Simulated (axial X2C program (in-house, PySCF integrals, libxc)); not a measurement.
# Sb₂⁻: bond curves with and without spin–orbit coupling

Aim: find the lowest determinant of Sb₂⁻, scan the bond at several levels and fit the constants, once spin-free and once with spin–orbit coupling.

Method: all-electron X2C, Sb dyall-acv3z; program: an in-house X2C program for linear molecules on PySCF integrals.

All values are calculated.

## Step 1: The job

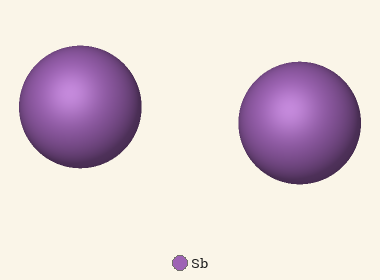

The two atoms at 2.800 Å (antimony purple).

File task.json:

```json
{"zs": [51, 51], "q": -1, "bas": ["dyall-acv3z", "dyall-acv3z"], "levels": ["PBE0", "HF", "TPSS"], "cc": true, "r0": 2.8, "thr": -1.0, "nmax": 90, "npts": 10, "nst": 2, "ntry": 6}
```

Keys: zs atomic numbers; q charge; bas basis sets; levels methods (HF also brings MP2); cc coupled cluster on or off; r0 starting distance in Å; thr threshold in hartree for freezing inner shells (an s shell follows its p shell); nmax most natural virtual spinors; npts points asked for on the curve; nst determinants followed; ntry starts of the search.

Command:

```bash
> python so2c.py task.json out
```

Spin-free means the one-electron spin-free X2C Hamiltonian; two-component (2c) means X2C with spin–orbit coupling and atomic mean-field two-electron Coulomb and Gaunt terms. Basis: Sb dyall-acv3z contracted to [12s13p9d5f1g]; Gaussian nuclei, density fitting. Masses: Sb 120.904 u.

Notation: σ, π±, δ± give the projection m of an orbital's angular momentum (0, ±1, ±2), α and β its spin, Λ and M_S the sums; ω is the projection of a spinor's total angular momentum and Ω the sum. Logs are in hartree.

The results follow Hamiltonian by Hamiltonian and level by level.

## Step 2: State search with PBE0

PBE0 moves the distance from 2.800 Å to 2.578 Å and compares determinants there.

Spin-free determinants:

```csv
ΔE (eV),state,open shells
0.00,"M_S = 1/2, Λ = 1",beyond closed shells: π+α
1.07,"M_S = 3/2, Λ = 1","beyond closed shells: 2 × π+α, π+β, 2 × π-α"
1.61,"M_S = 1/2, Λ = 0",beyond closed shells: σα
1.83,"M_S = 3/2, Λ = 0","beyond closed shells: σα, π+α, π-α"
1.84,"M_S = 1/2, Λ = 1","beyond closed shells: π+α, 2 × π+β, 2 × π-α"
1.84,"M_S = 1/2, Λ = 3","beyond closed shells: 2 × π+α, 2 × π+β, π-α"
2.20,"M_S = 1/2, Λ = 0","beyond closed shells: σβ, π+α, π-α"
```

Two-component determinants:

| ΔE (eV) | state | open shells |
| --- | --- | --- |
| 0.00 | Ω = 1/2 | excess of +ω over −ω: ω = 1/2 |
| 0.32 | Ω = 3/2 | excess of +ω over −ω: ω = 3/2 |
| 1.10 | Ω = 5/2 | excess of +ω over −ω: ω = -1/2, 2 × ω = 3/2 |
| 1.44 | Ω = 1/2 | excess of +ω over −ω: 2 × ω = -1/2, ω = 3/2 |
| 1.53 | Ω = 3/2 | excess of +ω over −ω: ω = 3/2 |
| 1.85 | Ω = 7/2 | excess of +ω over −ω: ω = 1/2, 2 × ω = 3/2 |
| 2.19 | Ω = 5/2 | excess of +ω over −ω: 2 × ω = 1/2, ω = 3/2 |

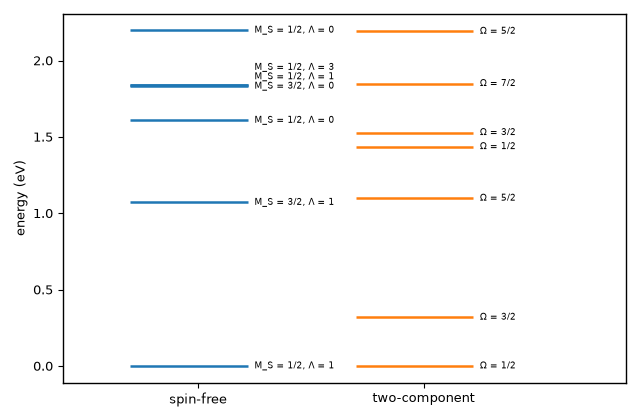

The determinants found, each set from its own lowest.

## Step 3: PBE0, spin-free

State followed: M_S = 1/2, Λ = 1 (beyond closed shells: π+α). The scan is laid around 2.578 Å, a first estimate of the minimum, and this SCF restarts from the orbitals of the search.

Output at 2.578 Å:

```text
spin-free X2C-1e  PBE0
basis functions 280  fitting functions 1424  grid points 5804
iter        total energy     max residual
   1     -12961.080351220     1.19e-05
   2     -12961.080351220     1.59e-05
converged
one-electron -18889.75516278  Coulomb 5738.60104499  exact exchange -84.70232751  xc functional -259.12224789  nuclear repulsion 533.89834197
```

Along the bond, energies from the lowest point:

```tsv
R (Å)	E (eV)	HOMO (eV)	LUMO (eV)	iterations
2.243	1.1151	0.84	2.17	13
2.346	0.4453	0.67	2.02	11
2.423	0.1659	0.54	1.90	12
2.501	0.0287	0.41	1.78	11
2.578	0.0000	0.29	1.66	2
2.668	0.0683	0.14	1.52	12
2.759	0.2157	0.01	1.38	12
2.874	0.4820	-0.16	1.22	12
3.016	0.8754	-0.35	1.03	11
3.223	1.4971	-0.59	0.78	11
```

Outer orbitals at the reference distance:

```csv
symmetry,occupied,ε (eV),atomic character
σβ,yes,-30.88,100% Sb d
π+α,yes,-30.73,100% Sb d
π-α,yes,-30.72,100% Sb d
δ+α,yes,-30.70,100% Sb d
π+β,yes,-30.69,100% Sb d
π-β,yes,-30.69,100% Sb d
δ+α,yes,-30.68,100% Sb d
δ-α,yes,-30.68,100% Sb d
δ-α,yes,-30.66,100% Sb d
δ-β,yes,-30.63,100% Sb d
δ+β,yes,-30.63,100% Sb d
δ+β,yes,-30.60,100% Sb d
δ-β,yes,-30.60,100% Sb d
π+α,yes,-30.56,100% Sb d
π-α,yes,-30.55,100% Sb d
π-β,yes,-30.53,100% Sb d
π+β,yes,-30.53,100% Sb d
σα,yes,-30.45,100% Sb d
σβ,yes,-30.42,100% Sb d
σα,yes,-10.79,"78% Sb s, 13% Sb p, 7% Sb d"
σβ,yes,-10.50,"76% Sb s, 14% Sb p, 8% Sb d"
σα,yes,-7.61,"68% Sb s, 21% Sb p, 8% Sb d"
σβ,yes,-7.11,"68% Sb s, 22% Sb p, 7% Sb d"
σα,yes,-2.06,"88% Sb p, 9% Sb s"
σβ,yes,-1.88,"87% Sb p, 10% Sb s"
π+α,yes,-1.83,93% Sb p
π-α,yes,-1.50,"92% Sb p, 5% Sb d"
π+β,yes,-1.19,"91% Sb p, 6% Sb d"
π-β,yes,-1.19,"91% Sb p, 6% Sb d"
π+α,yes,0.29,"70% Sb p, 24% Sb d, 6% Sb f"
π-α,no,1.66,"68% Sb p, 26% Sb d, 6% Sb f"
π+β,no,2.11,"67% Sb p, 27% Sb d, 5% Sb f"
π-β,no,2.11,"67% Sb p, 27% Sb d, 5% Sb f"
σα,no,2.53,93% Sb p
```

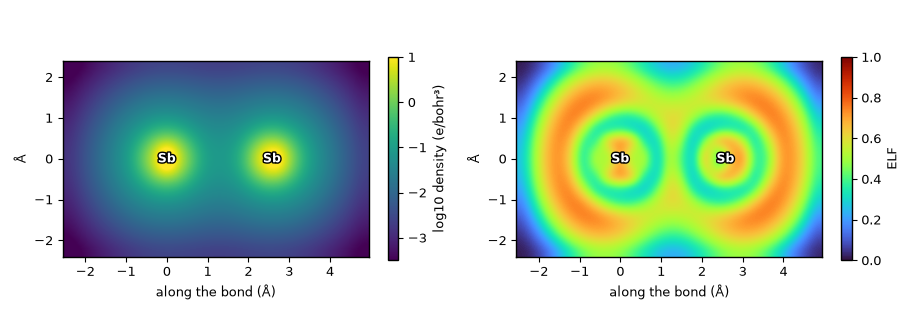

PBE0 fields in a plane through the axis, from a grid of 0.3 Å; Sb lies at z = 0 and Sb at z = 2.578 Å; the ELF is damped to zero where the density is low.

Re = 2.563 Å, ωe = 254.2 cm⁻¹, ωexe = 0.391 cm⁻¹, Be = 0.04245 cm⁻¹, De = 3.06 eV.

## Step 4: HF, spin-free

The SCF at the reference distance of 2.578 Å:

```text
spin-free X2C-1e  HF
basis functions 280  fitting functions 1424  grid points 5804
iter        total energy     max residual
   1     -12956.065085861     3.67e-01
   2     -12956.100673491     5.66e-03
   3     -12956.101804096     2.43e-03
   4     -12956.102000302     1.29e-03
   5     -12956.102057116     4.66e-04
   6     -12956.102070605     1.98e-04
   7     -12956.102073381     1.04e-04
   8     -12956.102074027     3.59e-05
   9     -12956.102074126     7.80e-06
  10     -12956.102074130     2.39e-06
  11     -12956.102074131     6.81e-07
converged
one-electron -18887.05355057  Coulomb 5735.97181955  exact exchange -338.91868508  xc functional 0.00000000  nuclear repulsion 533.89834197
```

Re = 2.540 Å, ωe = 275.7 cm⁻¹, ωexe = 0.354 cm⁻¹, Be = 0.04323 cm⁻¹, De = 0.599 eV.

## Step 5: TPSS, spin-free

The SCF at the reference distance of 2.578 Å:

```text
spin-free X2C-1e  TPSS
basis functions 280  fitting functions 1424  grid points 5804
iter        total energy     max residual
   1     -12961.209102875     1.57e-01
   2     -12961.211853591     5.28e-03
   3     -12961.211711792     4.41e-03
   4     -12961.212089244     1.58e-03
   5     -12961.212130726     4.03e-04
   6     -12961.212133338     6.34e-05
   7     -12961.212133420     1.31e-05
   8     -12961.212133403     4.10e-05
   9     -12961.212133430     4.85e-06
  10     -12961.212133431     2.68e-07
converged
one-electron -18888.53568171  Coulomb 5737.32973277  exact exchange 0.00000000  xc functional -343.90452647  nuclear repulsion 533.89834197
```

Re = 2.590 Å, ωe = 239.7 cm⁻¹, ωexe = 0.414 cm⁻¹, Be = 0.04156 cm⁻¹, De = 3.30 eV.

## Step 6: Correlated methods, spin-free

Correlated methods: 11 electrons correlated (frozen shells, counted by type: Sb 4 s, 3 p, 2 d), 381 virtual spinors in MP2, 90 natural virtuals in coupled cluster.

Output of the correlated part at 2.578 Å:

```text
correlated 11  virtual 381  natural virtual 90  E(MP2) -0.237626287  MP2 remainder -0.011628997
iter   CCSD correlation   residual
   1     -0.230850795   1.64e-01
   2     -0.239286911   6.49e-02
   3     -0.241621186   2.65e-02
   4     -0.241763463   8.25e-03
   5     -0.241777990   2.07e-03
   6     -0.241766379   6.55e-04
   7     -0.241767529   1.84e-04
   8     -0.241767198   5.85e-05
   9     -0.241766663   1.81e-05
  10     -0.241766745   6.01e-06
  11     -0.241766694   2.18e-06
  12     -0.241766727   9.21e-07
  13     -0.241766720   3.48e-07
(T) -0.017590487  T1 0.0257  D1 0.0419  max T2 0.128
```

T1 in the output is the amplitude norm over the root of the electron number; divide by √2 for the Lee–Taylor value.

MP2: Re = 2.624 Å, ωe = 225.8 cm⁻¹, Be = 0.04051 cm⁻¹, De = 3.00 eV.

CCSD: Re = 2.595 Å, ωe = 246.3 cm⁻¹, ωexe = 0.408 cm⁻¹, Be = 0.04141 cm⁻¹, De = 2.64 eV. T1 at Re = 0.018 (Lee–Taylor, the printed value over √2).

CCSD(T): Re = 2.618 Å, ωe = 233.8 cm⁻¹, ωexe = 0.445 cm⁻¹, Be = 0.04068 cm⁻¹, De = 2.93 eV. T1 at Re = 0.019 (Lee–Taylor, the printed value over √2).

## Step 7: A higher determinant, spin-free

State: M_S = 3/2, Λ = 1 (beyond closed shells: 2 × π+α, π+β, 2 × π-α).

Output at the reference distance:

```text
spin-free X2C-1e  PBE0
basis functions 280  fitting functions 1424  grid points 5804
iter        total energy     max residual
   1     -12961.041011790     1.44e-05
   2     -12961.041011792     1.39e-05
   3     -12961.041011796     1.75e-06
   4     -12961.041011796     1.33e-06
converged
one-electron -18889.82174043  Coulomb 5738.76133201  exact exchange -84.72458657  xc functional -259.15435878  nuclear repulsion 533.89834197
```

```tsv
R (Å)	E above the lowest PBE0 point (eV)
2.243	3.219
2.346	2.199
2.423	1.676
2.501	1.311
2.578	1.070
2.668	0.911
2.759	0.850
2.874	0.876
3.016	1.013
```

Re = 2.786 Å, ωe = 190.6 cm⁻¹, ωexe = 0.354 cm⁻¹, Be = 0.03594 cm⁻¹. Te = 0.85 eV. As a difference of two determinants it need not be a gap between pure terms.

## Step 8: The spin-free curves together

Energy (eV) of the followed determinant, spin-free, from each level's lowest point:

```tsv
R (Å)	PBE0	HF	MP2	CCSD	CCSD(T)	TPSS
2.243	1.115	1.065	1.401	n/a	n/a	1.223
2.346	0.445	0.390	0.636	0.574	0.636	0.524
2.423	0.166	0.120	0.291	0.245	0.288	0.220
2.501	0.029	0.002	0.091	0.066	0.088	0.056
2.578	0.000	0.000	0.002	0.000	0.000	0.000
2.668	0.068	0.108	0.000	0.031	0.004	0.034
2.759	0.216	0.303	0.075	0.146	0.090	0.146
2.874	0.482	0.639	0.243	0.375	0.280	0.365
3.016	0.875	1.128	0.504	n/a	n/a	0.700
3.223	1.497	1.902	0.900	n/a	n/a	1.235
```

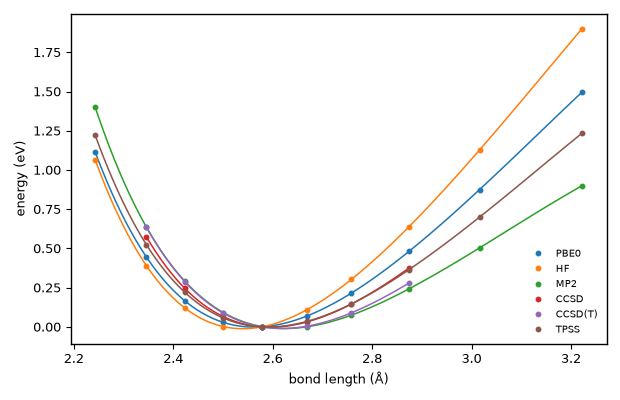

Curves of the followed state, spin-free, each from its own lowest point.

## Step 9: PBE0, 2c

State followed: Ω = 1/2 (excess of +ω over −ω: ω = 1/2). The scan is laid around 2.578 Å, a first estimate of the minimum, and this SCF restarts from the orbitals of the search.

Output at 2.578 Å:

```text
two-component X2C + atomic mean field  PBE0
basis functions 280  fitting functions 1424  grid points 5804
iter        total energy     max residual
   1     -12955.634736867     3.29e-06
   2     -12955.634736866     5.37e-06
converged
one-electron -18874.21645637  Coulomb 5735.86103674  exact exchange -84.65184786  xc functional -258.97529881  nuclear repulsion 533.89834197  atomic mean-field constant -7.55051254
```

Along the bond, energies from the lowest point:

```tsv
R (Å)	E (eV)	HOMO (eV)	LUMO (eV)	iterations
2.243	1.1367	0.74	2.35	12
2.346	0.4619	0.56	2.20	12
2.423	0.1776	0.43	2.09	11
2.501	0.0348	0.30	1.97	12
2.578	0.0000	0.17	1.85	2
2.668	0.0606	0.03	1.72	11
2.759	0.1994	-0.10	1.59	11
2.874	0.4536	-0.27	1.43	11
3.016	0.8297	-0.45	1.25	12
3.223	1.4188	-0.58	1.01	15
```

Outer spinors at the reference distance:

```
   ω  occupied  ε (eV)             atomic character     λ mixture
 1/2       yes  -30.19                    100% Sb d  53% π, 47% σ
-1/2       yes  -30.18                    100% Sb d  56% π, 44% σ
-3/2       yes  -30.15                    100% Sb d  76% π, 24% δ
 3/2       yes  -30.15                    100% Sb d  80% π, 20% δ
-5/2       yes  -30.13                    100% Sb d        100% δ
-5/2       yes  -30.11                    100% Sb d        100% δ
 5/2       yes  -30.07                    100% Sb d        100% δ
 5/2       yes  -30.05                    100% Sb d        100% δ
-3/2       yes  -30.02                    100% Sb d  82% π, 18% δ
 3/2       yes  -30.01                    100% Sb d  84% π, 16% δ
-1/2       yes  -29.99                    100% Sb d  69% σ, 31% π
 1/2       yes  -29.98                    100% Sb d  71% σ, 29% π
-1/2       yes  -10.74  78% Sb s, 13% Sb p, 7% Sb d        100% σ
 1/2       yes  -10.45  76% Sb s, 14% Sb p, 8% Sb d        100% σ
-1/2       yes   -7.57  68% Sb s, 21% Sb p, 8% Sb d        100% σ
 1/2       yes   -7.06  68% Sb s, 22% Sb p, 7% Sb d        100% σ
-1/2       yes   -2.06            88% Sb p, 9% Sb s   98% σ, 2% π
 1/2       yes   -1.98            93% Sb p, 2% Sb d        100% π
 1/2       yes   -1.90           87% Sb p, 10% Sb s   98% σ, 2% π
-1/2       yes   -1.35            91% Sb p, 6% Sb d        100% π
-3/2       yes   -1.29            92% Sb p, 5% Sb d        100% π
 3/2       yes   -0.99            91% Sb p, 6% Sb d        100% π
 1/2       yes    0.17  71% Sb p, 23% Sb d, 6% Sb f   98% π, 2% σ
-3/2        no    1.85  67% Sb p, 28% Sb d, 6% Sb f        100% π
-1/2        no    2.01  68% Sb p, 26% Sb d, 5% Sb f   98% π, 2% σ
 3/2        no    2.29  66% Sb p, 29% Sb d, 5% Sb f        100% π
-1/2        no    2.63            94% Sb p, 4% Sb d        100% σ
```

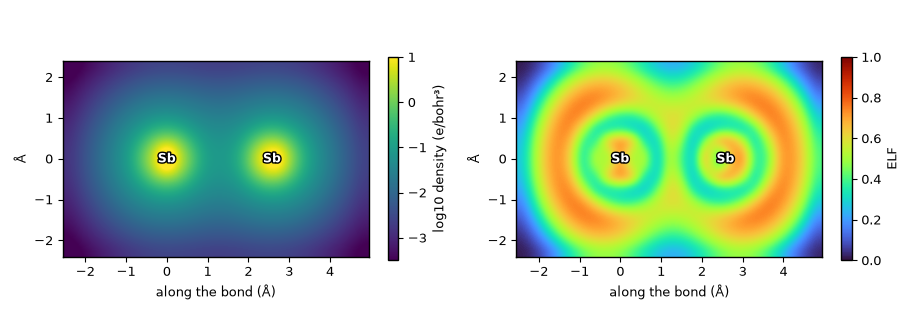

PBE0 fields in a plane through the axis, from a grid of 0.3 Å; Sb lies at z = 0 and Sb at z = 2.578 Å; the ELF is damped to zero where the density is low.

Re = 2.569 Å, ωe = 250.8 cm⁻¹, ωexe = 0.405 cm⁻¹, Be = 0.04226 cm⁻¹, De = 3.09 eV.

## Step 10: HF, 2c

The SCF at the reference distance of 2.578 Å:

```text
two-component X2C + atomic mean field  HF
basis functions 280  fitting functions 1424  grid points 5804
iter        total energy     max residual
   1     -12950.614981634     3.82e-01
   2     -12950.650587976     5.58e-03
   3     -12950.651796264     2.41e-03
   4     -12950.652038309     1.27e-03
   5     -12950.652137166     9.94e-04
   6     -12950.652189481     8.30e-04
   7     -12950.652219957     6.67e-04
   8     -12950.652243852     4.52e-04
   9     -12950.652258466     1.83e-04
  10     -12950.652260901     3.45e-05
  11     -12950.652260986     1.01e-05
  12     -12950.652260997     3.00e-06
  13     -12950.652260998     1.08e-06
converged
one-electron -18871.56418056  Coulomb 5733.28255259  exact exchange -338.71846246  xc functional 0.00000000  nuclear repulsion 533.89834197  atomic mean-field constant -7.55051254
```

Re = 2.552 Å, ωe = 265.4 cm⁻¹, ωexe = 0.568 cm⁻¹, Be = 0.04283 cm⁻¹, De = 0.687 eV.

## Step 11: TPSS, 2c

Output at 2.578 Å:

```text
two-component X2C + atomic mean field  TPSS
basis functions 280  fitting functions 1424  grid points 5804
iter        total energy     max residual
   1     -12955.757937216     1.56e-01
   2     -12955.760736998     5.31e-03
   3     -12955.760589952     4.44e-03
   4     -12955.760973385     1.57e-03
   5     -12955.761002298     9.57e-04
   6     -12955.760987006     1.40e-03
   7     -12955.761020111     6.82e-05
   8     -12955.761020240     9.35e-06
   9     -12955.761020244     2.60e-06
  10     -12955.761020244     2.60e-07
converged
one-electron -18872.98765580  Coulomb 5734.58034604  exact exchange 0.00000000  xc functional -343.70153991  nuclear repulsion 533.89834197  atomic mean-field constant -7.55051254
```

Re = 2.595 Å, ωe = 237.1 cm⁻¹, ωexe = 0.421 cm⁻¹, Be = 0.04141 cm⁻¹, De = 3.37 eV.

## Step 12: Correlated methods, 2c

Correlated methods: 11 electrons correlated (frozen shells, counted by type: Sb 4 s, 3 p, 2 d), 381 virtual spinors in MP2, 90 natural virtuals in coupled cluster.

Output of the correlated part at 2.578 Å:

```text
correlated 11  virtual 381  natural virtual 90  E(MP2) -0.233145138  MP2 remainder -0.011574651
iter   CCSD correlation   residual
   1     -0.228177365   1.59e-01
   2     -0.236450399   6.34e-02
   3     -0.238770642   2.66e-02
   4     -0.238965502   9.56e-03
   5     -0.239016102   3.81e-03
   6     -0.239019272   2.16e-03
   7     -0.239037930   1.08e-03
   8     -0.239039114   3.70e-04
   9     -0.239038532   1.33e-04
  10     -0.239039048   5.05e-05
  11     -0.239039172   1.74e-05
  12     -0.239039298   6.12e-06
  13     -0.239039303   2.70e-06
(T) -0.017010165  T1 0.0323  D1 0.0582  max T2 0.124
```

MP2: Re = 2.603 Å, ωe = 256.4 cm⁻¹, Be = 0.04116 cm⁻¹, De = 2.93 eV.

CCSD: Re = 2.600 Å, ωe = 243.6 cm⁻¹, ωexe = 0.416 cm⁻¹, Be = 0.04125 cm⁻¹, De = 2.62 eV. T1 at Re = 0.024 (Lee–Taylor, the printed value over √2).

CCSD(T): Re = 2.621 Å, ωe = 233.6 cm⁻¹, ωexe = 0.412 cm⁻¹, Be = 0.0406 cm⁻¹, De = 2.89 eV. T1 at Re = 0.025 (Lee–Taylor, the printed value over √2).

## Step 13: A higher determinant, 2c

State: Ω = 3/2 (excess of +ω over −ω: ω = 3/2).

Output at the reference distance:

```text
two-component X2C + atomic mean field  PBE0
basis functions 280  fitting functions 1424  grid points 5804
iter        total energy     max residual
   1     -12955.623021516     1.11e-05
   2     -12955.623021522     6.60e-06
   3     -12955.623021524     4.71e-06
converged
one-electron -18873.77954708  Coulomb 5735.42862918  exact exchange -84.64996383  xc functional -258.96996923  nuclear repulsion 533.89834197  atomic mean-field constant -7.55051254
```

```tsv
R (Å)	E above the lowest PBE0 point (eV)
2.243	1.432
2.346	0.766
2.423	0.488
2.501	0.350
2.578	0.319
2.668	0.382
2.759	0.522
2.874	0.775
3.016	1.146
```

Re = 2.566 Å, ωe = 250.5 cm⁻¹, ωexe = 0.421 cm⁻¹, Be = 0.04236 cm⁻¹. Te = 0.32 eV. As a difference of two determinants it need not be a gap between pure terms.

## Step 14: The 2c curves together

Energy (eV) of the followed determinant, 2c, from each level's lowest point:

```tsv
R (Å)	PBE0	HF	MP2	CCSD	CCSD(T)	TPSS
2.243	1.137	1.112	1.378	n/a	n/a	1.239
2.346	0.462	0.427	0.614	0.588	0.644	0.536
2.423	0.178	0.147	0.272	0.255	0.294	0.229
2.501	0.035	0.016	0.078	0.071	0.090	0.061
2.578	0.000	0.000	0.000	0.000	0.000	0.000
2.668	0.061	0.086	0.026	0.025	0.001	0.029
2.759	0.199	0.250	0.155	0.133	0.085	0.134
2.874	0.454	0.525	0.446	0.354	0.276	0.346
3.016	0.830	0.899	0.907	n/a	n/a	0.669
3.223	1.419	1.434	1.582	n/a	n/a	1.187
```

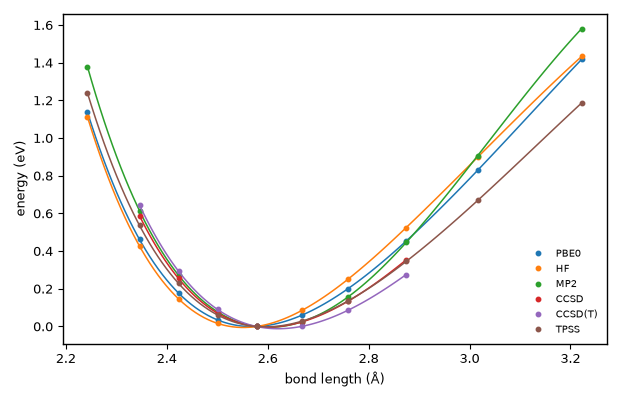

Curves of the followed state, 2c, each from its own lowest point.

Time for the job: 8.7 min (1 thread of Arm Neoverse V1, shared host); peak memory 0.85 GiB.

## Step 15: Results

Lowest determinant that the search found at its distance, spin-free: M_S = 1/2, Λ = 1 (beyond closed shells: π+α).

Lowest determinant that the search found at its distance, 2c: Ω = 1/2 (excess of +ω over −ω: ω = 1/2).

```tsv
Hamiltonian	level	Re (Å)	ωe (cm⁻¹)	De (eV)
spin-free	PBE0	2.563	254.2	3.06
spin-free	HF	2.540	275.7	0.599
spin-free	MP2	2.624	225.8	3.00
spin-free	CCSD	2.595	246.3	2.64
spin-free	CCSD(T)	2.618	233.8	2.93
spin-free	TPSS	2.590	239.7	3.30
2c	PBE0	2.569	250.8	3.09
2c	HF	2.552	265.4	0.687
2c	MP2	2.603	256.4	2.93
2c	CCSD	2.600	243.6	2.62
2c	CCSD(T)	2.621	233.6	2.89
2c	TPSS	2.595	237.1	3.37
```

Time per point (s) on 1 thread of Arm Neoverse V1, shared host (2c runs; CCSD comes with the CCSD(T) run); the times are rough: PBE0 2.5, HF 2.7, MP2 3.5, CCSD(T) 16, TPSS 1.6.

In words: At CCSD(T), going from spin-free to two-component changes Re by +3 mÅ, ωe by -0.1 %, which is small (part of it comes from the scalar share of the two-electron terms). De moves by -0.04 eV; both De rest on single-determinant atoms, which can miss part of an open shell's spin–orbit lowering. The highest occupied level is positive near Re at PBE0 spin-free, TPSS spin-free, PBE0 2c, TPSS 2c: there the basis may hold the extra electron. The shift of Re from spin-free to two-component stands apart from the other levels' at MP2 (-21 mÅ), where the two runs may have found different states.

De refers to Sb- + Sb, each in the lowest determinant found, which need not be this curve's own limit. The state is a single determinant with fixed occupations, the lowest that a limited PBE0 search found. Dissociation energies refer to the lowest single-determinant-based atoms at the same level and basis. Density functionals use the spin component along the axis (collinear). CCSD and (T) use frozen natural virtuals with an MP2 correction for the truncation. The meta-GGAs lack a current-density term, which matters for open shells with orbital currents, atoms included. With the outer-core shells frozen, correlated bond lengths of heavy atoms tend to come out a few hundredths of an ångström too long. T1 at Re is 0.025 (Lee–Taylor), above the customary mark of 0.02.
